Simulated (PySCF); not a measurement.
**BH9Si3 (SMILES B[SiH2][SiH2][SiH3]): density, localisation and related maps**

```yaml
atoms:
  - { symbol: B, position_ang: [-2.2234, 0.4681, 0.2201] }
  - { symbol: Si, position_ang: [-1.2829, -1.0213, -0.7159] }
  - { symbol: Si, position_ang: [0.8720, -0.9318, 0.2524] }
  - { symbol: Si, position_ang: [1.8593, 1.1381, -0.2368] }
  - { symbol: H, position_ang: [-2.1193, 1.6054, -0.1752] }
  - { symbol: H, position_ang: [-2.8218, 0.2748, 1.2517] }
  - { symbol: H, position_ang: [-1.8490, -2.3868, -0.4803] }
  - { symbol: H, position_ang: [-1.0879, -0.8121, -2.1861] }
  - { symbol: H, position_ang: [1.7129, -2.0456, -0.2909] }
  - { symbol: H, position_ang: [0.7674, -1.0945, 1.7375] }
  - { symbol: H, position_ang: [3.2499, 1.2281, 0.3054] }
  - { symbol: H, position_ang: [1.9033, 1.3379, -1.7182] }
  - { symbol: H, position_ang: [1.0342, 2.2304, 0.3677] }
```

Geometry: PBE0-D3(BJ)/def2-SVP.

Theory: PySCF 2.14.0, CAM-B3LYP/def2-SVPD, SCF density, gas phase.

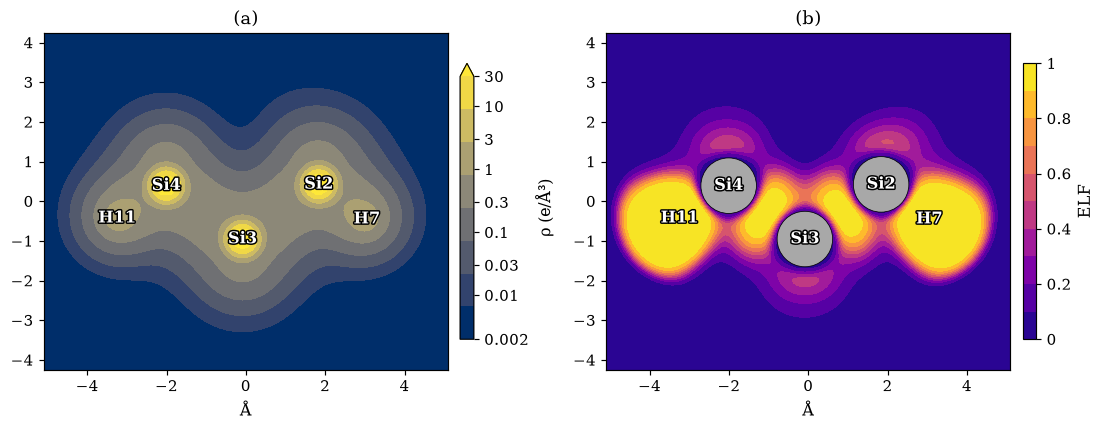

Figure 1. (a) total electron density; (b) ELF on the plane of atoms Si2, Si3 and Si4. Grey discs cover the atomic cores in the ELF map.

> What does the map show?

The plane passes through Si and H nuclei.
Si–Si (2.34 Å): ρ at the midpoint is about 0.65 e/Å³; the ELF peaks at about 1 between the atoms, as expected for a covalent bond.
Si–H (1.50 Å): ρ is about 0.76 e/Å³ halfway; the ELF climbs to about 1 towards the hydrogen, as it does in any bond to H.

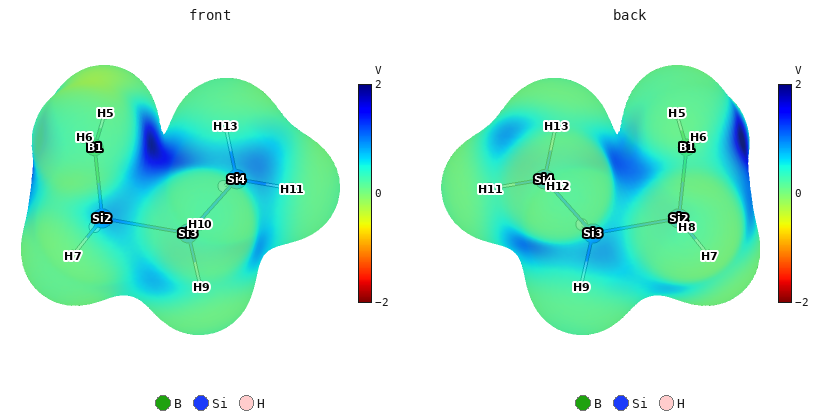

Figure 2. The electrostatic potential painted on the density surface at 0.002 e/bohr³, seen from the front and from behind; the colour scale runs from red (negative) to blue (positive).

> Describe the electrostatic potential map.

The most negative region (about −0.2 V) lies over H5, the most positive (about +1.9 V) over B1.

> What dipole moment does the calculation give?

Its dipole moment is 0.20 D.
